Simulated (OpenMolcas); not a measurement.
# How basis sets differ on CH4FSi (SMILES [CH2][SiH2]F)

CH4FSi: 7 atoms, total charge 0, spin state doublet. As SMILES, `[CH2][SiH2]F`. Geometry: relaxed at PBE0-D4/def2-TZVP. This is one conformer, not always the lowest.

```xyz
7

C    -0.8719    0.2811   -0.6158
Si    0.5886   -0.1573    0.3925
F     0.6526   -1.7495    0.5505
H    -1.5360   -0.4660   -1.0385
H    -1.1360    1.3107   -0.8379
H     0.5099    0.4306    1.7553
H     1.8540    0.2825   -0.2517
```

Each level gives the dipole moment (D). The values are calculated.

| level | kind | program | value (D) |
| --- | --- | --- | --- |
| ROHF/ANO-RCC-MB (DKH2) | Hartree–Fock | OpenMolcas | 2.04 |
| UHF/STO-3G | Hartree–Fock | OpenMolcas | 1.10 |
| UHF/3-21G | Hartree–Fock | OpenMolcas | 2.10 |
| UHF/6-311+G** | Hartree–Fock | OpenMolcas | 2.05 |

The values span 1.10 to 2.10 D. Magnitudes only. Sets without polarisation functions give poor dipoles.

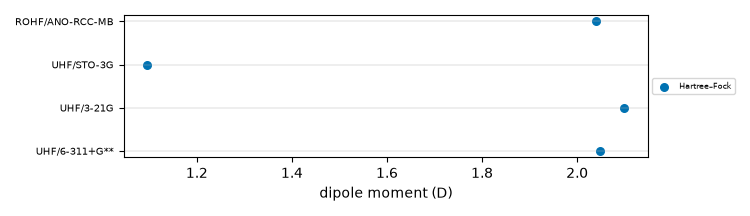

The values of the table, level by level.
